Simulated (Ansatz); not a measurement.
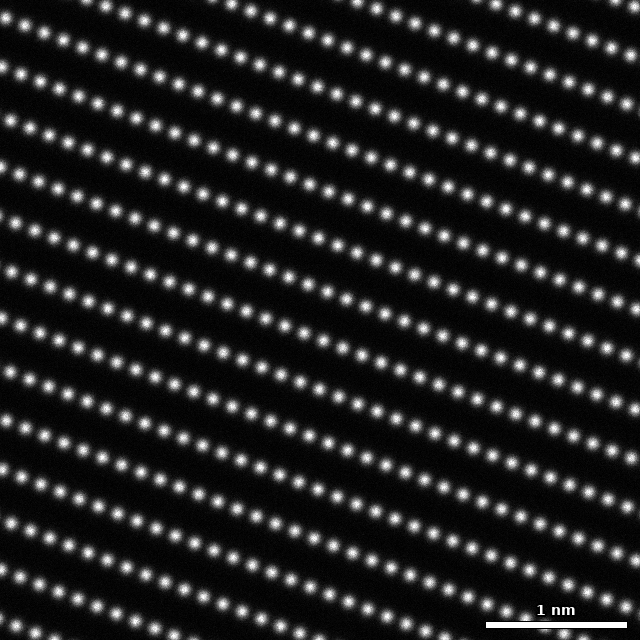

Z-contrast image of a crystal. The image is simulated as a sum over atoms of Z^1.8, blurred by a 0.69 Å probe (no channelling). The probe carries 15 % of its weight in a tail 2.5 times as wide. Shot noise was added.

Q: Measure the repeat of the pattern.

A: The pattern repeats on a rectangular net of 1.5 × 13.5 Å.

Q: What is the plane group of the image?

A: p2mg: mirror lines in one direction, glide lines across them, twofold points on the glide lines.

Q: How many columns does the smallest repeating cell hold, and how many levels of brightness?

A: 4 columns in the primitive cell of 20.0 Å², all of one brightness.

The crystal is C (P6_3/mmc, No. 194) seen along [100]. Atomic positions: the input geometry of an electronic-structure calculation (not necessarily at equilibrium); the starting structure was generated, so it need not be a known form of this composition.
